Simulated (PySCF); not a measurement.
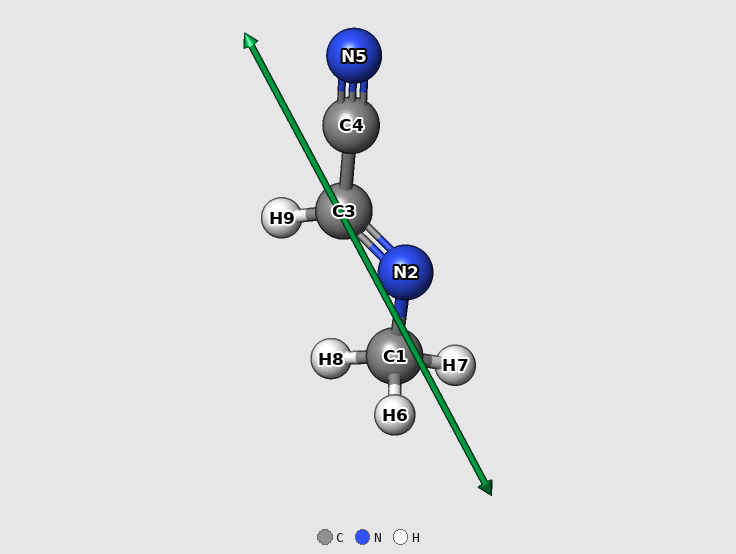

The double arrow shows the direction of the transition dipole to excited singlet state 7 (its length means nothing). The computed structure is the end point of a PBE0-D3(BJ)/def2-SVP optimisation. No frequency run is at hand to confirm it as a minimum. Properties computed with TDDFT ωB97X-D/def2-SVPD, vertical, gas phase, core orbitals frozen in the response (PySCF 2.14.0).

### Where does the transition lie, and how strong is it?

8.15 eV (152 nm), oscillator strength 0.19, mainly HOMO−4 → LUMO (weight 0.64); transition dipole 2.45 D.
